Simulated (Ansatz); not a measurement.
**Nudged elastic band, with input and output: C$_{2}$H$_{7}$Al**

The run: nudged elastic band of C$_{2}$H$_{7}$Al. Method and program: RKS PBE0-D4/6-31G* (Ansatz 0.2.0).

The run did not end well. One setting was made poor on purpose. It belongs to a series of runs on one base structure; here: an input spoilt on purpose.

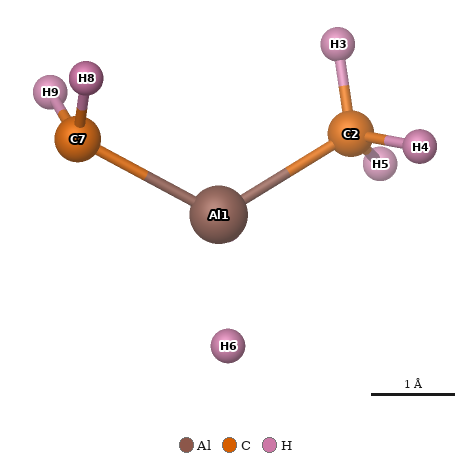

**Figure 1.** The input geometry (ball-and-stick view, seen at a tilt; atoms are numbered from 1 in the order of the input). Sticks mark near contacts.

**Input**
```yaml
crystal:
  periodic: [false, false, false]
  atoms:
    - { symbol: Al, position_ang: [0.489467, 0.062417, -0.147838] }
    - { symbol: C, position_ang: [0.927403, -0.020246, 1.764431] }
    - { symbol: H, position_ang: [0.049226, -0.131525, 2.409738] }
    - { symbol: H, position_ang: [1.603991, -0.859119, 1.977378] }
    - { symbol: H, position_ang: [1.460933, 0.884841, 2.085786] }
    - { symbol: H, position_ang: [1.693174, 0.188604, -1.200638] }
    - { symbol: C, position_ang: [-1.367337, -0.015646, -0.784538] }
    - { symbol: H, position_ang: [-1.84029, -0.966093, -0.501959] }
    - { symbol: H, position_ang: [-1.980972, 0.773436, -0.329744] }
    - { symbol: H, position_ang: [0.639467, 0.162417, -0.147838] }
basis:
  gaussian: { orbitals: "6-31G*" }
hamiltonian:
  xc: pbe0
  dispersion: d4
neb:
  order_check: false
  images: 9
  f_tol: 0.03
  max_iterations: 3
  final_atoms:
    - { symbol: Al, position_ang: [0.13822228, 1.01704034, -1.54606269] }
    - { symbol: C, position_ang: [1.32154121, -0.18624001, 1.63947318] }
    - { symbol: H, position_ang: [0.27402242, -0.4456385, 1.4640627] }
    - { symbol: H, position_ang: [1.6462844, -0.62074802, 2.58899154] }
    - { symbol: H, position_ang: [1.43154558, 0.90074667, 1.68426249] }
    - { symbol: H, position_ang: [1.94368503, -0.58242917, 0.83159087] }
    - { symbol: C, position_ang: [-1.5327957, 0.11785713, -0.9114198] }
    - { symbol: H, position_ang: [-1.37631855, -0.95102724, -0.69936063] }
    - { symbol: H, position_ang: [-1.92618492, 0.57236756, 0.010993] }
    - { symbol: H, position_ang: [-2.33590275, 0.17806923, -1.66223066] }
  initial_path: idpp
```

Run on 1 thread of Arm Neoverse V2, 24 GiB of memory available, shared host.

Launch command:
```bash
ansatz run input.yaml --threads 1 --pin off --max-ram 2048MiB --backend cpu --events-out ev --progress --plain --runs-dir out
```

**Log**
```
Engine: ansatz 0.2.0, aarch64-unknown-linux-gnu
Functional definition: PBE0
  parameter a = 0.25
  parameter kappa = 0.804
  parameter beta = 0.06672455060314922
  exchange = (1 - a)*pbe_x(kappa = kappa, mu = beta*pi^2/3) + a*exact_x
  correlation = pbe_c(beta = beta)
738 factors; integrals over basis functions are off by at most 4.8e-4 eV
mean field evaluation 1: about -8337.6678 eV, gradient 6.4e1 eV
mean field evaluation 2: about -8308.9487 eV, gradient 9.6e1 eV
mean field evaluation 4: about -8348.1000 eV, gradient 1.1e1 eV
mean field evaluation 8: about -8348.5337 eV, gradient 3.2e0 eV
mean field evaluation 16: about -8348.7626 eV, gradient 8.8e-4 eV
mean field -8348.76257419 eV, -306.8113656070 hartree, gradient 4.1e-5 eV, S^2 0.000000; 0 other end points of the search recorded, 0 dependent functions left out
the calculation of the forces begins
reference -8348.76260639 eV, -306.8113667904 hartree; 16, 16 occupied and 47, 47 virtual orbitals, 738 factors
738 factors; integrals over basis functions are off by at most 4.3e-4 eV
mean field evaluation 32: about -8777.8256 eV, gradient 3.3e-4 eV
mean field -8777.82558732 eV, -322.5791405102 hartree, gradient 1.1e-5 eV, S^2 0.000000; 0 other end points of the search recorded, 0 dependent functions left out
[... from here on the field's lines of each further geometry are left out, up to the last ...]
WARN: NEB end point (image 0): max|allowed force component| = 3.501e3 eV/Å (the criterion of neb.relax_end_points is 1.000e-2). That is over neb.f_tol: it is no minimum, so the barrier can be far off. Relax it first
NEB iter   1: max|band force component| = 4.038e2 eV/Å  barrier→ = 0.0000 eV  barrier← = 429.0644 eV  Δτ_max = 0.2000 Å  (325 SCF iters)
NEB iter   2: max|band force component| = 1.045e2 eV/Å  barrier→ = 0.0000 eV  barrier← = 429.0644 eV  Δτ_max = 0.2000 Å  (298 SCF iters)
the calculation of the forces begins
reference -8777.17863438 eV, -322.5553654281 hartree; 16, 16 occupied and 47, 47 virtual orbitals, 738 factors
these checks for a lower state are left out or cut short: starts, cluster_reference, orbital_swaps, neighbouring_geometries, increment
738 factors; integrals over basis functions are off by at most 4.4e-4 eV
mean field -8777.75419515 eV, -322.5765168964 hartree, gradient 1.5e-5 eV, S^2 0.000000; 0 other end points of the search recorded, 0 dependent functions left out
the calculation of the forces begins
reference -8777.75421853 eV, -322.5765177553 hartree; 16, 16 occupied and 47, 47 virtual orbitals, 738 factors
NEB iter   3: max|band force component| = 7.116e1 eV/Å  barrier→ = 0.0000 eV  barrier← = 429.0644 eV  Δτ_max = 0.2000 Å  (294 SCF iters)
```

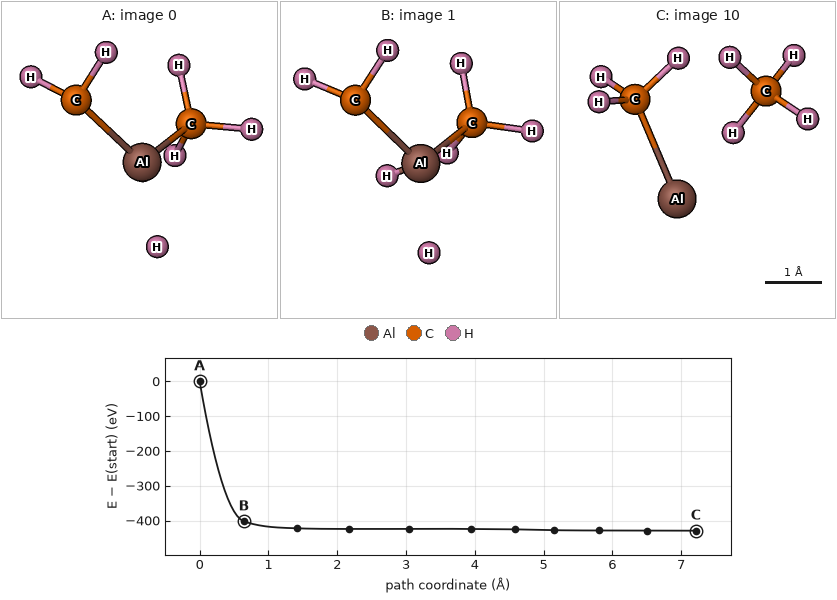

**Figure 2.** Images of the last band (counted from 0; ball-and-stick, seen at a tilt) above the energy along the path; the line is a cubic interpolation that uses the forces. No image lies above both ends; the end is 429.064 eV below the start. The path is 7.21 Å long. The band had not converged after 3 iterations. The end points carry forces over 0.1 eV/Å, so they aren't fully relaxed minima and the barriers are approximate.

```
Unfinished report: {"positions_ang":[[0.489467,0.062417,-0.147838],[0.927403,-0.020246,1.764431],[0.049226,-0.131525,2.409738],[1.603991,-0.859119,1.9773779999999999],[1.460933,0.884841,2.085786],[1.693174,0.188604,-1.200638],[-1.367337,-0.015646,-0.784538],[-1.84029,-0.966093,-0.501959],[-1.980972,0.773436,-0.329744],[0.639467,0.162417,-0.147838]],"mean_field":{"relativity":"none","state":{"energy":{"ev":-8348.762606391942,"hartree":-306.81136679035853},"converged":true,"gradient_ev":0.00004100603445160384,"stability":{"kind":"minimum","curvature_ev":5.621561283350532},"curvature_floor_ev":0.00030000000000000003,"spin_squared":0.0},"others":[],"fillings":{"estimated":0,"unestimated":0,"tried":0,"untried":1,"excluded_magnetic_sites":0},"n_dropped_functions":0,"n_trapped_functions":0,"passes":{"evaluations":19,"products":12},"factors":{"origin":"Cholesky decomposition","count":738,"bound_ev":0.0004755842230260466},"gradient_stop_ev":0.00009,"reference_kind":"stationary","functional":{"name":"PBE0","citations":["Adamo & Barone, J. Chem. Phys. 110, 6158 (1999) doi:10.1063/1.478522","Perdew, Burke & Ernzerhof, Phys. Rev. Lett. 77, 3865 (1996) doi:10.1103/PhysRevLett.77.3865"],"text":"name \"PBE0\"\ncite \"Adamo & Barone, J. Chem. Phys. 110, 6158 (1999) doi:10.1063/1.478522\"\ncite \"Perdew, Burke & Ernzerhof, Phys. Rev. Lett. 77, 3865 (1996) doi:10.1103/PhysRevLett.77.3865\"\nparent pbe\nparameter a = 0.25\nparameter kappa = 0.804\nparameter beta = 0.06672455060314922\nexchange = (1 - a)*pbe_x(kappa = kappa, mu = beta*pi^2/3) + a*exact_x\ncorrelation = pbe_c(beta = beta)\n","parameters":{"a":{"value":0.25,"default":0.25},"beta":{"value":0.06672455060314922,"default":0.06672455060314922},"kappa":{"value":0.804,"default":0.804}},"final_grid":{"core_spheres":13.0,"valence_spheres":11.0,"degree":36.0},"final_grid_parameter_source":"default","radial_points_factor":1.0,"radial_grid_error_ev":3.235511906987185e-7,"grid_sensitivity":"normal","grid_sensitivity_ratio":0.001870803151768979},"unsmoothed_excess_ev":-0.00003220085799516053,"symmetry":{"irreps":["A"],"axes":[[1.0,0.0,0.0],[0.0,1.0,0.0],[0.0,0.0,1.0]],"occupied":[{"A":16},{"A":16}]},"held":{"pivots":738,"left_out":0,"joined":0},"density_repulsion":{"missed_ev":0.000054046792212219535,"excess_ev":2.614602421132558e-6,"most_excess_ev":0.0000864,"are_drawn_again":false,"n_first_factors":738,"energy_change_ev":0.0,"n_dropped_ends":0}},"factors":{"origin":"Cholesky decomposition","count":738,"bound_ev":0.0004755842230260466},"n_frozen":0,"n_occupied":[16,16],"n_virtual":[47,47],"reference":{"ev":-8348.762606391942,"hartree":-306.81136679035853},"dispersion":{"energy":{"ev":-0.128424916365723,"hartree":-0.004719528626905502},"switches_in_reach":[]},"total":{"ev":-8348.891031308307,"hartree":-306.8160863189854},"forces_ev_per_angstrom":[[-3500.9598774553224,-2329.9614599420506,-1.1208834823473675],[0.6737363472663569,1.4168646679632146,-0.4512472160312808],[-0.18904908405581544,-0.0105675998387586,-0.5513113137362838],[-0.06100699359258582,-0.07674981331433141,-0.4907432048966016],[0.07322555840875615,-0.04365612795128666,0.15636529245823652],[-0.7561417729459373,-0.29263357905359455,1.4094224054862594],[2.6807672957328696,0.30441966394631476,1.6241894578528364],[0.08676869543762594,-0.33971290888174827,-1.3541622475029067],[0.30075170481537233,-0.0040964497007101195,0.6715886251377209],[3498.1508257042537,2329.0075920888908,0.10678168358271195]],"charge_distribution":{"dipole_moment_e_ang":[0.6445443151571635,0.02968435880750253,0.5648526046244733],"mulliken_charges_e":[-1.291719254149994,-0.5653414005004533,0.23281320340551592,0.2193718243206444,0.2047318369517961,0.1223602700175701,-0.543542262229658,0.17311365647749866,0.14424429277425188,1.30396783293283],"lowdin_charges_e":[0.138495479306453,-0.3507368488958642,0.1666979886186778,0.1676750982868528,0.1556877038703519,0.11709742720925209,-0.4641036446283895,0.15279909137046832,0.12280882845362107,-0.20642112359138265]},"n_threads":1,"memory_gib":1.7045454550534487,"seconds":{"hamiltonian":2.355856283,"orbitals":0.0,"second_order":0.0,"solver_start":0.0,"cycles":0.0,"cycle":0.0,"perturbative":0.0,"full_ci_increment":0.0,"forces":0.0}}
this run last wrote the band of iteration 3 to [file]
Error: NEB band did not converge after 3 iterations: max|band force component| = 7.12e1 eV/Å (threshold 3.0e-2); raise `neb.max_iterations` in a new run, which can start from the last band evaluated (`neb.initial_path`, with `crystal.atoms` and `neb.final_atoms` set to its first and last images), add images, or start from endpoints closer to local minima. Where this run's directory can be resumed (`checkpoint.write`), a resume goes on for up to `neb.max_iterations` more; to start a new run from the last band, take its images' positions from the `neb_iteration` event of iteration 3 (`data.images[].positions_ang`), in the event stream of the run that computed that iteration (not this run's, if it was resumed behind it). With `checkpoint.write`, `steps/00-neb/state/checkpoint.json` in the run directory holds the last saved band, under `neb.evaluated.images[].positions_ang` (a band under a hybrid functional on support functions is neither saved nor resumed: `neb.initial_path` says where its path is): check the last entry of `neb.iterations` there, which is earlier than 3 if that iteration was not saved or its write failed. If the band's step has no `state` directory and holds `state.next`, a write was cut short, and the file is under `state.next` instead (behind a loss of power it can be under `state.prev`)
this run wrote the band of iteration 3 to [file] as well, whether or not its events were kept: a new run's `neb.initial_path` can list its `images[].positions_ang`
a run's events are kept only if it was started with --events-out <file>, and are in that file
```

**The last band as extended XYZ (Å, eV, eV/Å)**
```
10
Properties=species:S:1:pos:R:3:forces:R:3 image=0 energy=-8348.89100
Al    0.4895    0.0624   -0.1478  -3500.9599 -2329.9615  -1.1209
C     0.9274   -0.0202    1.7644    0.6737   1.4169  -0.4512
H     0.0492   -0.1315    2.4097   -0.1890  -0.0106  -0.5513
H     1.6040   -0.8591    1.9774   -0.0610  -0.0767  -0.4907
H     1.4609    0.8848    2.0858    0.0732  -0.0437   0.1564
H     1.6932    0.1886   -1.2006   -0.7561  -0.2926   1.4094
C    -1.3673   -0.0156   -0.7845    2.6808   0.3044   1.6242
H    -1.8403   -0.9661   -0.5020    0.0868  -0.3397  -1.3542
H    -1.9810    0.7734   -0.3297    0.3008  -0.0041   0.6716
H     0.6395    0.1624   -0.1478  3498.1508 2329.0076   0.1068
10
Properties=species:S:1:pos:R:3:forces:R:3 image=1 energy=-8751.43964
Al    0.5080   -0.0791   -0.1668    5.6406 -89.2284  10.9255
C     0.9563   -0.1415    1.7707    0.1139  -1.6630   0.1567
H     0.0798   -0.1926    2.4312    0.0115   0.0238  -0.0897
H     1.6582   -0.9228    2.1010   -0.1046   0.1199   0.1152
H     1.4459    0.8182    1.9591    0.0082   0.2346  -0.2430
H     1.7495    0.0934   -1.2311   -0.3061  -0.2523   0.0789
C    -1.3590   -0.0414   -0.7357   -0.0594  -0.6125   0.6626
H    -1.8729   -0.9207   -0.2848   -0.0834   0.4249   0.5604
H    -1.9679    0.8330   -0.4661   -0.1318   0.1029  -1.2111
H     0.4771    0.6326   -0.2527   -5.0890  90.8501 -10.9556
10
Properties=species:S:1:pos:R:3:forces:R:3 image=2 energy=-8771.09944
Al    0.5972    0.0756   -0.2591    3.2414 -15.4172   2.2455
C     0.9449   -0.1978    1.7878   -0.2248  -0.3293  -0.4576
H     0.0968   -0.2091    2.4697   -0.0605  -0.0690   0.0634
H     1.6554   -0.9960    2.0156   -0.1644  -0.1252  -0.0442
H     1.4547    0.7697    1.8688   -0.0224   0.1009  -0.0338
H     1.8761   -0.2558   -1.1653    0.0001  -0.6488  -0.1482
C    -1.3866   -0.1151   -0.5359    0.0613  -1.0360   0.8046
H    -1.9791   -0.9692   -0.1828   -0.2933   0.0229   0.0316
H    -1.9843    0.8033   -0.4715    0.0092  -0.0658  -0.3882
H     0.3999    1.1735   -0.4027   -2.5466  17.5675  -2.0731
10
Properties=species:S:1:pos:R:3:forces:R:3 image=3 energy=-8772.96719
Al    0.6405    0.2752   -0.3217   -0.3374  -6.3299   3.3061
C     0.9769   -0.2018    1.7781   -0.0197   0.1815  -0.6199
H     0.1875   -0.1959    2.5212   -0.1099   0.0606   0.0848
H     1.5591   -1.1299    1.7870   -0.3723  -0.0600  -0.1576
H     1.6868    0.6217    1.9295   -0.1892   0.1672   0.1005
H     1.7531   -0.5361   -0.8053    1.6780  -1.4904  -1.2070
C    -1.3929   -0.0275   -0.4524    0.7688  -1.8230   0.6748
H    -1.9296   -0.9763   -0.2866   -0.2139   0.1100  -0.1022
H    -2.0915    0.8021   -0.3864   -0.0926   0.3436   0.0529
H     0.2853    1.4475   -0.6386   -1.1117   8.8403  -2.1323
10
Properties=species:S:1:pos:R:3:forces:R:3 image=4 energy=-8772.67139
Al    0.6516    0.4169   -0.3403   -2.0186  -0.6275   2.4214
C     1.0417   -0.2907    1.7448   -0.0947   0.3100  -0.0407
H     0.1874   -0.4750    2.3816   -0.2004   0.2772   0.3495
H     1.6177   -1.2228    1.6280   -0.4259   0.2848  -0.4672
H     1.7352    0.4548    2.1359   -0.1800   0.2829   0.2466
H     1.6585   -0.6010   -0.4540    2.0883  -2.0820  -1.6907
C    -1.3744    0.1731   -0.3679    1.9151   0.0533   1.8143
H    -1.7577   -0.7969   -0.3341   -1.6439  -1.8735  -0.4835
H    -2.1132    0.9553   -0.1578    0.0813  -0.0497  -0.2584
H     0.0282    1.4655   -1.1113    0.4788   3.4246  -1.8914
10
Properties=species:S:1:pos:R:3:forces:R:3 image=5 energy=-8773.14819
Al    0.6788    0.6421   -0.1220    2.1383  -4.3528   4.1041
C     1.0461   -0.4878    1.7025   -0.6487   1.0263  -1.0461
H     0.1595   -0.5706    2.3334    0.0692   0.0091   0.2002
H     1.5946   -1.4191    1.6331    0.3181  -0.2124   0.2242
H     1.7262    0.3260    2.0285    0.1712  -0.1024   0.3570
H     1.7687   -0.6721   -0.3433   -0.2082   1.6511  -0.8897
C    -1.2537    0.5087   -0.3970    2.3703   1.6851  -1.0401
H    -1.5568   -0.5525   -0.5289    0.9735   0.7128  -0.5593
H    -2.0254    1.1400   -0.0421   -0.5028   0.9326   0.1858
H    -0.4630    1.1644   -1.1395   -4.6808  -1.3494  -1.5360
10
Properties=species:S:1:pos:R:3:forces:R:3 image=6 energy=-8774.09716
Al    0.7284    0.9260   -0.0948    1.8590  -0.2501   0.5802
C     1.1271   -0.6573    1.5935   -0.3488  -0.1631  -0.7405
H     0.1423   -0.6469    2.1202    0.1948  -0.1376  -1.1483
H     1.5781   -1.6070    1.7388    0.8703  -0.8636   0.6916
H     1.7193    0.1864    1.9884    0.3525  -0.2260  -0.4069
H     1.6456   -0.7392   -0.0146   -1.2885   1.1679   2.1952
C    -1.1427    0.6187   -0.4032   -0.5225  -0.5867   1.5404
H    -1.5142   -0.3953   -0.6401    0.5213   0.4232  -0.2489
H    -1.9466    1.2140    0.0154   -0.0742   0.3219   0.0329
H    -0.6622    1.1797   -1.1789   -1.5640   0.3142  -2.4957
10
Properties=species:S:1:pos:R:3:forces:R:3 image=7 energy=-8776.47666
Al    0.7715    1.1024   -0.0808    0.7847   0.9677   0.0474
C     1.1961   -0.7673    1.4765    0.7277  -0.3722  -0.6721
H     0.1517   -0.6955    1.8822    0.4526  -0.1938  -1.6595
H     1.5617   -1.7085    1.8391    0.5341  -0.6545   0.8763
H     1.7207    0.0725    1.9778    0.3617  -0.6009  -0.4634
H     1.5878   -0.9111    0.3182   -1.8023   0.7840   2.6408
C    -1.0849    0.6960   -0.3961   -0.8950  -0.4773   0.8657
H    -1.5004   -0.2772   -0.7046    0.3434   0.1913  -0.1826
H    -1.9125    1.2608    0.0535    0.1649   0.0379   0.2955
H    -0.8167    1.3070   -1.2411   -0.6717   0.3179  -1.7480
10
Properties=species:S:1:pos:R:3:forces:R:3 image=8 energy=-8777.32277
Al    0.8530    1.2838   -0.1547    0.2395   0.3510   0.0207
C     1.2537   -0.9368    1.4793   -1.8768   0.6559   5.4862
H     0.1746   -0.7558    1.5551    0.0943  -0.1263  -0.1739
H     1.4715   -1.8531    2.0253    0.0528  -0.1403   0.3179
H     1.7686   -0.0997    1.9667    0.1979  -0.2207  -0.1467
H     1.5441   -1.0910    0.5560    1.6311  -0.6139  -5.1645
C    -1.0487    0.8554   -0.4057   -0.6041  -0.1774   0.0567
H    -1.4366   -0.1194   -0.7389    0.2281  -0.0787   0.2400
H    -1.8543    1.3499    0.1564    0.1919  -0.1283   0.3952
H    -1.0508    1.4457   -1.3148   -0.1546   0.4787  -1.0315
10
Properties=species:S:1:pos:R:3:forces:R:3 image=9 energy=-8777.89235
Al    0.9617    1.4155   -0.4347    0.0894   0.0421   0.0245
C     1.1836   -1.0783    1.5731   -0.1701   0.0869   0.2472
H     0.1275   -0.8066    1.5040   -0.0195  -0.0034   0.1938
H     1.3077   -1.9963    2.1496   -0.0637  -0.0073   0.1196
H     1.7703   -0.2718    2.0194   -0.0462  -0.0104   0.1026
H     1.5466   -1.2569    0.5749    0.3087  -0.1663  -0.5919
C    -0.9898    1.0295   -0.5011   -0.2269   0.1127  -0.1875
H    -1.3035    0.0293   -0.8345    0.1020  -0.0367   0.1142
H    -1.5996    1.3030    0.3721    0.1184  -0.0942   0.0973
H    -1.3294    1.7117   -1.2982   -0.0922   0.0764  -0.1198
10
Properties=species:S:1:pos:R:3:forces:R:3 image=10 energy=-8777.95537
Al    0.1908    1.3537   -1.1645   -0.0035  -0.0012   0.0025
C     1.6848   -0.6685    1.4190    0.0012  -0.0070   0.0016
H     0.5925   -0.7091    1.4436    0.0079  -0.0038   0.0001
H     2.0877   -1.3398    2.1825   -0.0086   0.0123  -0.0135
H     2.0222    0.3516    1.6217    0.0015  -0.0065  -0.0048
H     2.0472   -0.9836    0.4361   -0.0035   0.0057   0.0153
C    -1.4776    0.6295   -0.3306    0.0016  -0.0004   0.0008
H    -1.5067   -0.4710   -0.3442   -0.0015   0.0064   0.0013
H    -1.5867    0.9391    0.7203    0.0005  -0.0044  -0.0069
H    -2.3789    0.9772   -0.8589    0.0043  -0.0012   0.0035
```

**What the run reported**

| quantity | value |
| --- | --- |
| outcome | not converged |
| barrier, forward (band not converged) | 0.000 eV |
| barrier, backward | 429.064 eV |
| wall time | 62 s |
| peak memory | 0.12 GiB |

The run did not converge: “NEB band did not converge after 3 iterations: max|band force component| = 7.12e1 eV/Å (threshold 3.0e-2); raise `neb.max_iterations` in a new run, which can start from the last band evaluated (`neb.initial_path`, with `crystal.atoms` and `neb.final_atoms` set to its first and last images), add images, or start from endpoints closer to local minima …” Its last values are not results. A deliberately poor setting: bad input.
